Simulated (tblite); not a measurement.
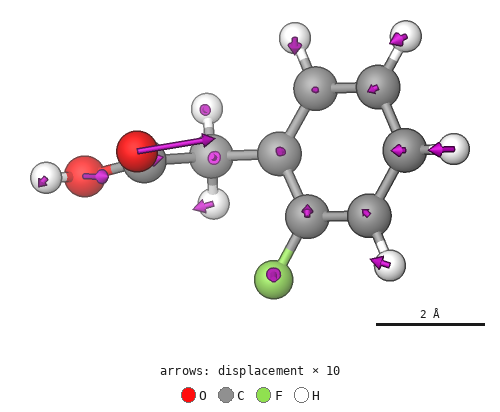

This is a relaxation of C$_{8}$H$_{7}$FO$_{2}$. The starting structure is drawn; purple arrows show the displacements, 10 times their true length. The two geometries are superimposed by the best rigid fit.

A ball-and-stick model, seen at a tilt.

Level of theory: GFN2-xTB geometry optimisation, gas phase in tblite 0.8.0. 

### Atoms of which element are displaced furthest, and by how much?

Oxygen: up to 0.15 Å, against 0.06 Å for hydrogen.

### What happened in the run?

The largest move after the best rigid fit is that of an O atom, 0.15 Å. By element the largest moves are O 0.15 Å, H 0.06 Å, F 0.05 Å, C 0.04 Å. Near-neighbour distances that change, for instance: C–O 1.371 → 1.339 Å, C–H 1.112 → 1.092 Å, C–C 1.406 → 1.387 Å, C–H 1.098 → 1.080 Å. Bond angles that change, for instance: C–O–H 103.0° → 110.5°, O–C–O 119.3° → 122.9°, O–C–C 129.1° → 126.1°. Over 43 geometry steps the energy falls by 2.81 kcal/mol.
